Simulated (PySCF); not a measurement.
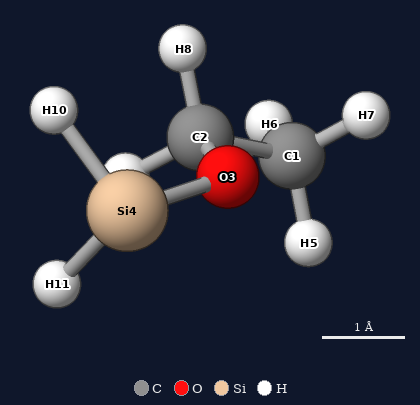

The structure (ball-and-stick view, seen at a tilt; atoms are numbered from 1 in the order of the input).

## C2H7OSi: a changed input and its effect

System: C2H7OSi, charge −1, SMILES CCO[SiH2-].
Method of run 1: GIAO PBE0/pcSseg-1 NMR shielding, non-relativistic, gas phase (PySCF 2.14.0).

The geometry comes from this level: GFN2-xTB, NEB image 2 of 0 to 8. Text and figures count atoms from 1; the logs count them from 0 in places.

## Input, run 1
```
{"job": {"kind": "nmr", "xc": "PBE0", "basis": "pcSseg-1", "pop": false}, "charge": -1, "multiplicity": 1}
C     -1.643700     0.138900    -0.067900
C     -0.179000    -0.305600    -0.148100
O      0.583700     0.335900     0.776800
Si     2.270900     0.482800     0.525400
H     -1.702700     1.212700    -0.239000
H     -2.243900    -0.378500    -0.817100
H     -2.043400    -0.072600     0.922700
H     -0.135500    -1.408000    -0.001700
H      0.178300    -0.114400    -1.179200
H      2.643800    -0.945700     0.135300
H      2.276700     1.057100    -0.893300
```

The first line tells a small driver script what to run in PySCF; the rest is the geometry in Å.

Command:
```bash
OMP_NUM_THREADS=1 python <driver script> task.json out
```

Hardware: 1 CPU thread, shared host.

## Output (run 1)
```
coarse grid: 9224 points
cycle   1  E = -444.6661770660  dE =  2.244e-01  |g| = 7.214e-01  |ddm| = 2.788e+00
cycle   2  E = -444.4725788598  dE =  1.936e-01  |g| = 1.237e+00  |ddm| = 2.577e+00
cycle   3  E = -444.7799857080  dE = -3.074e-01  |g| = 1.053e-01  |ddm| = 1.806e+00
cycle   4  E = -444.7820908732  dE = -2.105e-03  |g| = 4.637e-02  |ddm| = 1.482e-01
cycle   5  E = -444.7825880587  dE = -4.972e-04  |g| = 8.088e-03  |ddm| = 4.053e-02
cycle   6  E = -444.7826063256  dE = -1.827e-05  |g| = 2.259e-03  |ddm| = 1.395e-02
cycle   7  E = -444.7826074046  dE = -1.079e-06  |g| = 3.009e-04  |ddm| = 3.688e-03
final grid: 83160 points
cycle   8  E = -444.8156837337  dE = -1.582e-05  |g| = 8.289e-03  |ddm| = 1.698e-02
cycle   9  E = -444.8156712000  dE =  1.253e-05  |g| = 1.173e-02  |ddm| = 1.294e-02
cycle  10  E = -444.8156964783  dE = -2.528e-05  |g| = 1.092e-03  |ddm| = 8.502e-03
cycle  11  E = -444.8156967408  dE = -2.625e-07  |g| = 1.611e-04  |ddm| = 1.305e-03
cycle  12  E = -444.8156967465  dE = -5.728e-09  |g| = 3.738e-05  |ddm| = 1.916e-04
cycle  13  E = -444.8156967469  dE = -3.265e-10  |g| = 7.773e-06  |ddm| = 7.954e-05
converged SCF energy = -444.8156967469

GIAO shielding tensors (ppm)
atom      isotropic    diamagn.    paramagn.     s11        s22        s33       span
  0 C      163.324     248.424     -85.100    145.008    159.698    185.266     40.258
  1 C      107.607     241.904    -134.298     63.780     94.657    164.382    100.602
  2 O      309.114     395.566     -86.452    270.615    302.413    354.314     83.699
  3 Si     342.790     877.143    -534.354     93.128    391.686    543.555    450.428
  4 H       30.700      30.544       0.156     27.594     29.376     35.129      7.535
  5 H       31.337      30.295       1.042     27.842     28.784     37.385      9.544
  6 H       30.783      30.278       0.505     27.842     28.926     35.580      7.738
  7 H       27.823      30.587      -2.764     24.404     27.145     31.920      7.515
  8 H       28.575      31.051      -2.476     24.994     29.792     30.940      5.946
  9 H       25.838      30.360      -4.521     20.901     25.613     31.001     10.100
 10 H       25.886      30.481      -4.595     20.831     25.612     31.214     10.383
```

For run 2 the input was changed thus:
```diff
-C     -1.643700     0.138900    -0.067900
-C     -0.179000    -0.305600    -0.148100
-O      0.583700     0.335900     0.776800
-Si     2.270900     0.482800     0.525400
-H     -1.702700     1.212700    -0.239000
-H     -2.243900    -0.378500    -0.817100
-H     -2.043400    -0.072600     0.922700
-H     -0.135500    -1.408000    -0.001700
-H      0.178300    -0.114400    -1.179200
-H      2.643800    -0.945700     0.135300
-H      2.276700     1.057100    -0.893300
+C     -1.672200     0.077300    -0.020200
+C     -0.174900    -0.136000    -0.263900
+O      0.578700     0.561100     0.626500
+Si     2.286800     0.465300     0.533900
+H     -1.910400     1.136000    -0.109900
+H     -2.266600    -0.485300    -0.742100
+H     -1.929700    -0.246900     0.987100
+H      0.036700    -1.225200    -0.202600
+H      0.055500     0.167000    -1.308200
+H      2.489200    -1.046800     0.464800
+H      2.512400     0.736100    -0.951400
```

Predict how the results change.

With the same method and basis, run 2 lies 0.37 kcal/mol lower. Of all shieldings, the largest change is that of O3, by −6.3 ppm. The number of SCF iterations is the same.

## Output (run 2)
```
coarse grid: 9224 points
cycle   1  E = -444.6667452473  dE =  2.239e-01  |g| = 7.198e-01  |ddm| = 2.791e+00
cycle   2  E = -444.4722385362  dE =  1.945e-01  |g| = 1.238e+00  |ddm| = 2.553e+00
cycle   3  E = -444.7801760091  dE = -3.079e-01  |g| = 1.052e-01  |ddm| = 1.781e+00
cycle   4  E = -444.7822909268  dE = -2.115e-03  |g| = 4.593e-02  |ddm| = 1.492e-01
cycle   5  E = -444.7827778669  dE = -4.869e-04  |g| = 8.182e-03  |ddm| = 4.038e-02
cycle   6  E = -444.7827965730  dE = -1.871e-05  |g| = 2.268e-03  |ddm| = 1.401e-02
cycle   7  E = -444.7827976565  dE = -1.083e-06  |g| = 3.033e-04  |ddm| = 3.697e-03
final grid: 83160 points
cycle   8  E = -444.8162781242  dE = -1.510e-05  |g| = 8.257e-03  |ddm| = 1.723e-02
cycle   9  E = -444.8162651888  dE =  1.294e-05  |g| = 1.181e-02  |ddm| = 1.294e-02
cycle  10  E = -444.8162905119  dE = -2.532e-05  |g| = 1.071e-03  |ddm| = 8.625e-03
cycle  11  E = -444.8162907641  dE = -2.522e-07  |g| = 1.684e-04  |ddm| = 1.289e-03
cycle  12  E = -444.8162907704  dE = -6.351e-09  |g| = 3.871e-05  |ddm| = 1.944e-04
cycle  13  E = -444.8162907708  dE = -3.361e-10  |g| = 7.443e-06  |ddm| = 7.435e-05
converged SCF energy = -444.8162907708

GIAO shielding tensors (ppm)
atom      isotropic    diamagn.    paramagn.     s11        s22        s33       span
  0 C      163.237     248.210     -84.973    145.338    159.172    185.200     39.861
  1 C      108.131     242.153    -134.021     69.799     90.454    164.141     94.342
  2 O      302.779     395.364     -92.585    259.804    301.686    346.847     87.043
  3 Si     348.684     877.157    -528.472    109.366    385.636    551.051    441.685
  4 H       30.721      30.283       0.438     27.734     29.063     35.366      7.632
  5 H       31.264      30.189       1.075     27.825     28.738     37.229      9.404
  6 H       30.715      30.350       0.365     27.727     29.052     35.366      7.640
  7 H       28.302      30.927      -2.626     25.049     28.262     31.595      6.546
  8 H       28.299      30.878      -2.579     25.043     28.257     31.597      6.553
  9 H       25.936      30.430      -4.494     21.059     25.622     31.126     10.067
 10 H       25.938      30.430      -4.492     21.060     25.626     31.129     10.069
```

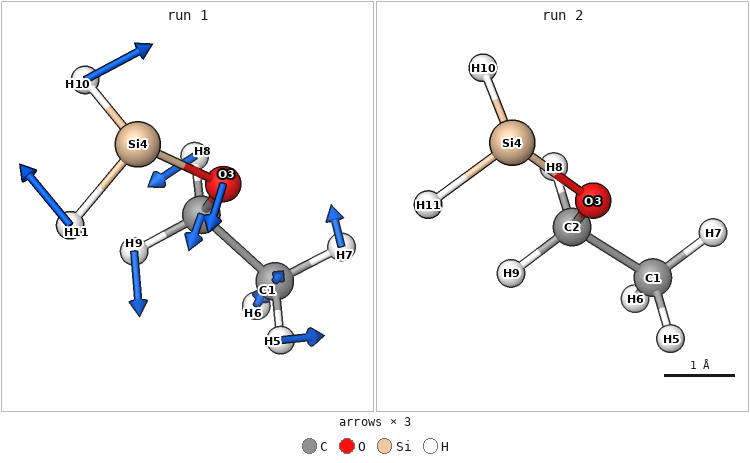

The two input geometries at one scale (ball-and-stick view, seen at a tilt). The blue arrows on the first give the shifts of the atoms after the best rigid fit, magnified 3 times. H11 moves most after the best rigid fit: 0.40 Å. Largest moves by element: H 0.40 Å, O 0.27 Å, C 0.21 Å, Si 0.02 Å.

## The two runs side by side

| quantity | run 1 | run 2 |
| --- | --- | --- |
| outcome | converged | converged |
| total energy (hartree) | −444.815697 | −444.816291 |
| HOMO (eV) | 0.62 | 0.63 |
| LUMO (eV) | 5.30 | 5.28 |
| shielding of C1 (ppm) | 163.3 | 163.2 |
| shielding of C2 (ppm) | 107.6 | 108.1 |
| shielding of O3 (ppm) | 309.1 | 302.8 |
| shielding of Si4 (ppm) | 342.8 | 348.7 |
| shielding of H8 (ppm) | 27.8 | 28.3 |
| shielding of H9 (ppm) | 28.6 | 28.3 |
| shielding of H10 (ppm) | 25.8 | 25.9 |
| SCF iterations | 13 | 13 |
| basis functions | 110 | 110 |
| wall time (shared host) | 7.3 s | 12 s |

For both runs: The highest filled orbital lies above zero: either the extra electron isn't bound at this level, or the self-interaction error of the functional lifts the level.
